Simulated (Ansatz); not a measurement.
## AgCl under a change: Ag vacancy

Consider a 16-atom supercell of AgCl in the rock salt structure (space group Fm-3m, No. 225; a = 5.611 Å) at its relaxed geometry.

It is then changed as follows: one Ag atom is removed, atoms relaxed at fixed cell, starting from a slightly rattled geometry.

All numbers come from Ansatz (a first-principles code), PBE, PAW, cutoff 420 eV, no spin-orbit coupling. k-mesh 4×4×4 (Γ-centred); smearing 0.01 eV (Fermi–Dirac).

The pressure goes from zero to -0.3 GPa and the mean distance from the defect site to its nearest host atoms rises by 0.07 Å (2.81 Å → 2.88 Å).

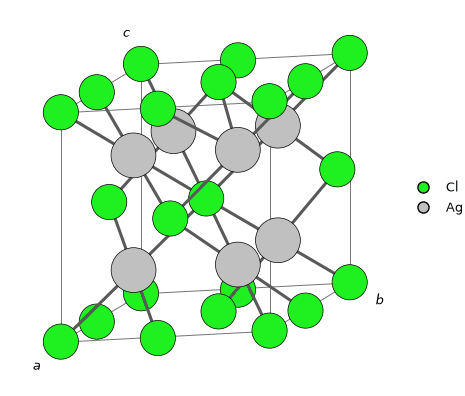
The relaxed cell after the change

Other magnetic orders, which the real material may have, were not ruled out. The cell is small, so the values are those of an ordered compound at a high defect concentration; dilute-limit values will differ. The mesh was chosen for an insulator and is coarse for the gapless case. Starting moments died away, wholly or in part, for Ag vacancy; another magnetic solution may exist. No Hubbard U is applied, and correlation can decide whether such a compound is a metal. The defect cell is spin-polarised and ends with 0.0 μB.
